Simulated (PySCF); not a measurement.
# CH₇FSSi₂: electronic excitations at several levels of theory, part 2 of 2

PySCF 2.14.0. Atoms count from 0. The steps go on from the part before.

## 9. Ultraviolet spectrum: LC-wPBE/def2-SVPD

Job settings and geometry (Å):

```
{"job": {"kind": "uv", "xc": "LC-wPBE", "basis": "def2-SVPD", "ip": true}, "charge": 0, "multiplicity": 1}
C      1.660616     0.951576     0.781324
Si    -0.068809     0.212656     0.814076
Si    -0.555947    -0.942000    -1.158268
F     -0.246746     0.090106    -2.388842
S     -2.587270    -1.597219    -1.179360
H      1.768241     1.620577    -0.085902
H      2.424555     0.163655     0.704522
H      1.854765     1.532144     1.695914
H     -1.105517     1.289362     0.929208
H     -0.249961    -0.721903     1.968774
H      0.230967    -2.181223    -1.413657
H     -3.084398    -0.445694    -0.675932
```

With the program's defaults for keys left out, this is: TDDFT LC-wPBE/def2-SVPD, vertical, gas phase, core orbitals frozen in the response.

Output:

```text
coarse grid: 11384 points
cycle   1  E = -1118.4185295708  dE =  6.410e-02  |g| = 5.670e-01  |ddm| = 3.810e+00
cycle   2  E = -1118.4350195053  dE = -1.649e-02  |g| = 6.114e-01  |ddm| = 1.167e+00
cycle   3  E = -1118.4957398968  dE = -6.072e-02  |g| = 6.097e-02  |ddm| = 4.582e-01
cycle   4  E = -1118.4967543417  dE = -1.014e-03  |g| = 2.223e-02  |ddm| = 1.358e-01
cycle   5  E = -1118.4969414882  dE = -1.871e-04  |g| = 3.961e-03  |ddm| = 5.846e-02
cycle   6  E = -1118.4969490066  dE = -7.518e-06  |g| = 1.184e-03  |ddm| = 1.310e-02
final grid: 96016 points
cycle   7  E = -1118.6632195129  dE = -2.916e-05  |g| = 7.086e-03  |ddm| = 5.639e-02
cycle   8  E = -1118.6632203398  dE = -8.269e-07  |g| = 7.192e-03  |ddm| = 1.184e-02
cycle   9  E = -1118.6632282586  dE = -7.919e-06  |g| = 6.357e-04  |ddm| = 4.902e-03
cycle  10  E = -1118.6632283669  dE = -1.083e-07  |g| = 1.832e-04  |ddm| = 1.044e-03
cycle  11  E = -1118.6632283716  dE = -4.718e-09  |g| = 5.381e-05  |ddm| = 5.135e-04
cycle  12  E = -1118.6632284010  dE = -2.941e-08  |g| = 1.335e-05  |ddm| = 1.586e-04
cycle  13  E = -1118.6632284012  dE = -1.442e-10  |g| = 3.941e-06  |ddm| = 4.944e-05
converged SCF energy = -1118.6632284012

Static polarisability (au): isotropic 87.760, principal 73.709 81.820 107.751

Singlet excitations
state   eV       nm        f      main configurations
  1   6.5477    189.4   0.00434   H->L+3 0.40, H-1->L+3 0.13, H->L+2 0.10
  2   6.8095    182.1   0.01835   H->L+1 0.63, H->L 0.16
  3   6.9161    179.3   0.07459   H->L 0.55, H-1->L+1 0.12, H->L+1 0.08
  4   7.4407    166.6   0.05412   H-1->L 0.65, H->L+2 0.09
  5   7.6391    162.3   0.03281   H-1->L+1 0.61
  6   8.0505    154.0   0.08756   H-1->L+3 0.26, H->L+3 0.21, H-1->L+2 0.16
  7   8.2217    150.8   0.02715   H->L+2 0.27, H->L+4 0.12, H-1->L 0.10
  8   8.4180    147.3   0.21769   H->L+2 0.21, H->L+4 0.17, H->L+7 0.15
  9   8.5074    145.7   0.01082   H-2->L+1 0.58, H-4->L+1 0.12
 10   8.6655    143.1   0.35052   H->L+8 0.23, H-2->L 0.10

Triplet excitations (Tamm-Dancoff, eV): 5.9051 6.0022 6.0737 6.7228
Vertical ionisation energy (delta-SCF) = 10.0171 eV
```

Wall time 65 s (1 thread of Intel Xeon 6975P-C, shared host); peak memory 0.88 GiB.

Key values: HOMO -10.36 eV, LUMO 1.60 eV; lowest singlet 6.55 eV.

## 10. Ultraviolet spectrum: PBE0/6-31G*

Same as in step 9 but for these lines:

```diff
@@ -1,2 +1,2 @@
-{"job": {"kind": "uv", "xc": "LC-wPBE", "basis": "def2-SVPD", "ip": true}, "charge": 0, "multiplicity": 1}
+{"job": {"kind": "uv", "xc": "PBE0", "basis": "6-31G*"}, "charge": 0, "multiplicity": 1}
 C      1.660616     0.951576     0.781324
```

Level: TDDFT PBE0/6-31G*, vertical, gas phase, core orbitals frozen in the response.

Output:

```text
coarse grid: 11384 points
cycle   1  E = -1118.8120266446  dE =  1.270e-01  |g| = 6.243e-01  |ddm| = 2.966e+00
cycle   2  E = -1118.7211832839  dE =  9.084e-02  |g| = 9.639e-01  |ddm| = 1.430e+00
cycle   3  E = -1118.8914080755  dE = -1.702e-01  |g| = 8.381e-02  |ddm| = 9.032e-01
cycle   4  E = -1118.8929867342  dE = -1.579e-03  |g| = 2.611e-02  |ddm| = 1.182e-01
cycle   5  E = -1118.8931706429  dE = -1.839e-04  |g| = 4.424e-03  |ddm| = 3.098e-02
cycle   6  E = -1118.8931773863  dE = -6.743e-06  |g| = 1.008e-03  |ddm| = 7.626e-03
final grid: 96016 points
cycle   7  E = -1118.8383713769  dE = -9.301e-06  |g| = 6.457e-03  |ddm| = 1.878e-02
cycle   8  E = -1118.8383668476  dE =  4.529e-06  |g| = 7.604e-03  |ddm| = 1.618e-02
cycle   9  E = -1118.8383838657  dE = -1.702e-05  |g| = 3.396e-04  |ddm| = 8.607e-03
cycle  10  E = -1118.8383839008  dE = -3.506e-08  |g| = 7.591e-05  |ddm| = 5.481e-04
cycle  11  E = -1118.8383839018  dE = -1.028e-09  |g| = 3.741e-05  |ddm| = 9.843e-05
cycle  12  E = -1118.8383839021  dE = -2.840e-10  |g| = 9.651e-06  |ddm| = 4.019e-05
converged SCF energy = -1118.8383839021

Static polarisability (au): isotropic 73.967, principal 57.616 69.508 94.778

Singlet excitations
state   eV       nm        f      main configurations
  1   6.4444    192.4   0.00626   H->L 0.55, H->L+2 0.27, H->L+1 0.12
  2   6.5019    190.7   0.02080   H->L+1 0.55, H->L+2 0.39
  3   6.5936    188.0   0.06093   H->L 0.34, H->L+1 0.29, H->L+2 0.21
  4   7.0511    175.8   0.01357   H-1->L 0.95
  5   7.2464    171.1   0.03203   H-1->L+1 0.87
  6   7.6154    162.8   0.17737   H-1->L+2 0.74
  7   7.9278    156.4   0.03973   H->L+3 0.86
  8   8.0867    153.3   0.02551   H-2->L 0.45, H-2->L+1 0.38
  9   8.3964    147.7   0.38057   H-2->L+1 0.40, H-2->L 0.35
 10   8.4180    147.3   0.02332   H-4->L 0.36, H-3->L 0.30, H-3->L+1 0.25

Triplet excitations (Tamm-Dancoff, eV): 5.8588 5.9112 5.9698 6.5012
```

Run time: 6 s. Hardware: 1 thread of Intel Xeon 6975P-C, shared host; peak memory 0.54 GiB.

In short: HOMO -7.59 eV, LUMO 0.03 eV; lowest singlet 6.44 eV.

## 11. Ultraviolet spectrum: PBE0/def2-SVP

Same as in step 10 but for these lines:

```diff
@@ -1,2 +1,2 @@
-{"job": {"kind": "uv", "xc": "PBE0", "basis": "6-31G*"}, "charge": 0, "multiplicity": 1}
+{"job": {"kind": "uv", "xc": "PBE0", "basis": "def2-SVP"}, "charge": 0, "multiplicity": 1}
 C      1.660616     0.951576     0.781324
```

Method: TDDFT PBE0/def2-SVP, vertical, gas phase, core orbitals frozen in the response.

Output:

```text
coarse grid: 11384 points
cycle   1  E = -1118.2854731656  dE =  8.186e-02  |g| = 6.090e-01  |ddm| = 3.203e+00
cycle   2  E = -1118.1957354344  dE =  8.974e-02  |g| = 9.469e-01  |ddm| = 1.358e+00
cycle   3  E = -1118.3603259080  dE = -1.646e-01  |g| = 7.686e-02  |ddm| = 8.445e-01
cycle   4  E = -1118.3615770663  dE = -1.251e-03  |g| = 2.744e-02  |ddm| = 1.109e-01
cycle   5  E = -1118.3617753372  dE = -1.983e-04  |g| = 4.391e-03  |ddm| = 3.139e-02
cycle   6  E = -1118.3617818627  dE = -6.526e-06  |g| = 1.120e-03  |ddm| = 7.100e-03
final grid: 96016 points
cycle   7  E = -1118.4850562061  dE = -1.078e-05  |g| = 6.223e-03  |ddm| = 2.080e-02
cycle   8  E = -1118.4850519959  dE =  4.210e-06  |g| = 7.261e-03  |ddm| = 1.524e-02
cycle   9  E = -1118.4850671314  dE = -1.514e-05  |g| = 4.075e-04  |ddm| = 8.259e-03
cycle  10  E = -1118.4850671752  dE = -4.377e-08  |g| = 9.105e-05  |ddm| = 5.385e-04
cycle  11  E = -1118.4850671765  dE = -1.374e-09  |g| = 3.997e-05  |ddm| = 1.123e-04
cycle  12  E = -1118.4850671768  dE = -3.088e-10  |g| = 9.049e-06  |ddm| = 4.193e-05
converged SCF energy = -1118.4850671768

Static polarisability (au): isotropic 76.043, principal 60.523 72.511 95.095

Singlet excitations
state   eV       nm        f      main configurations
  1   6.4498    192.2   0.01137   H->L+1 0.98
  2   6.5001    190.7   0.02100   H->L 0.67, H->L+2 0.27
  3   6.6404    186.7   0.05066   H->L+2 0.61, H->L 0.23
  4   7.0736    175.3   0.00938   H-1->L 0.94
  5   7.2426    171.2   0.05099   H-1->L+1 0.87
  6   7.6464    162.1   0.08978   H-1->L+2 0.81
  7   7.9185    156.6   0.04536   H->L+3 0.85
  8   8.0409    154.2   0.01805   H-2->L 0.70, H-2->L+1 0.16
  9   8.3616    148.3   0.21837   H-2->L+1 0.59, H-2->L 0.16, H-1->L+3 0.11
 10   8.3729    148.1   0.01358   H-3->L+1 0.51, H-4->L 0.34, H-3->L 0.10

Triplet excitations (Tamm-Dancoff, eV): 5.7911 5.8315 6.0290 6.4140
```

Run time: 7.7 s. Hardware: 1 thread of Intel Xeon 6975P-C, shared host; peak memory 0.6 GiB.

In short: HOMO -7.59 eV, LUMO 0.04 eV; lowest singlet 6.45 eV.

## 12. Run by run: electronic excitations

Excitations and ground-state properties, with basis size and wall time:

| run | lowest singlet (eV) | brightest (eV) | f | gap (eV) | α (Å³) | μ (D) | functions | time |
| --- | --- | --- | --- | --- | --- | --- | --- | --- |
| LDA/def2-SVPD | 5.45 | 6.57 | 0.077 | 5.30 | 14.35 | 2.13 | 174 | 42 s |
| PBE/def2-SVPD | 5.53 | 6.62 | 0.073 | 5.39 | 14.10 | 2.07 | 174 | 47 s |
| B3LYP/def2-SVPD | 5.96 | 7.11 | 0.064 | 6.90 | 13.60 | 2.12 | 174 | 44 s |
| PBE0/def2-SVPD | 6.12 | 7.28 | 0.087 | 7.34 | 13.49 | 2.16 | 174 | 49 s |
| BHandHLYP/def2-SVPD | 6.37 | 8.38 | 0.287 | 9.13 | 13.01 | 2.21 | 174 | 42 s |
| CAM-B3LYP/def2-SVPD | 6.22 | 8.09 | 0.107 | 9.52 | 13.34 | 2.18 | 174 | 50 s |
| wB97X-D/def2-SVPD | 6.35 | 8.00 | 0.080 | 10.84 | 13.28 | 2.20 | 174 | 48 s |
| LC-wPBE/def2-SVPD | 6.55 | 8.67 | 0.351 | 11.96 | 13.00 | 2.23 | 174 | 65 s |
| PBE0/6-31G* | 6.44 | 8.40 | 0.381 | 7.62 | 10.96 | 2.37 | 96 | 6 s |
| PBE0/def2-SVP | 6.45 | 8.36 | 0.218 | 7.63 | 11.27 | 2.10 | 117 | 7.7 s |

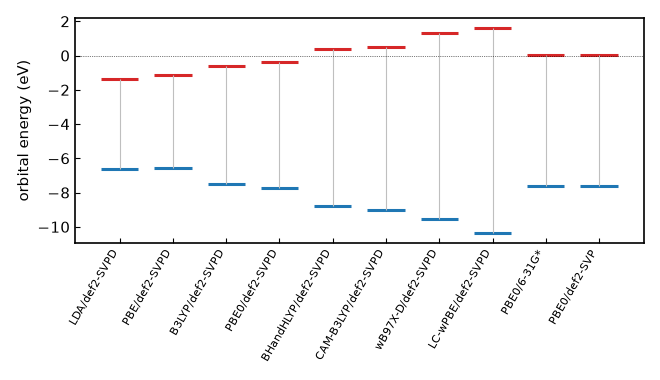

HOMO (blue) and LUMO (red) run by run.

## 13. Outcome

The summary covers parts 1 to 2.

```
                                quantity                                             value
          lowest singlet (LDA/def2-SVPD)                       5.45 eV (227 nm), f = 0.012
brightest single state of those computed                       state 7, 6.57 eV, f = 0.077
                          lowest triplet                                           5.15 eV
       vertical ionisation energy (ΔSCF)                                           9.44 eV
       vertical electron affinity (ΔSCF)  -0.56 eV (unbound: the value hangs on the basis)
             range of the lowest singlet                                   5.45 to 6.55 eV
```

**Reading.** Single values in the summary come from the first sound run of each kind (LDA/def2-SVPD), which need not be the best level. The first singlet state (HOMO→LUMO 0.91) lies at 5.45 eV and is weak; of the 10 states computed, the strongest absorption comes from state 7 at 6.57 eV. The lowest triplet lies 0.30 eV below the lowest singlet (triplets in Tamm-Dancoff, singlets in full TDDFT). ΔSCF puts the ionisation energy at 9.44 eV, 2.79 eV above −ε(HOMO). The lowest singlet runs from 5.45 eV (LDA/def2-SVPD) to 6.55 eV (LC-wPBE/def2-SVPD), while the orbital gap spans 5.30 to 11.96 eV. The lowest state need not be the same one in every run. The runs solved for a few states only, so the brightest column depends on that window.
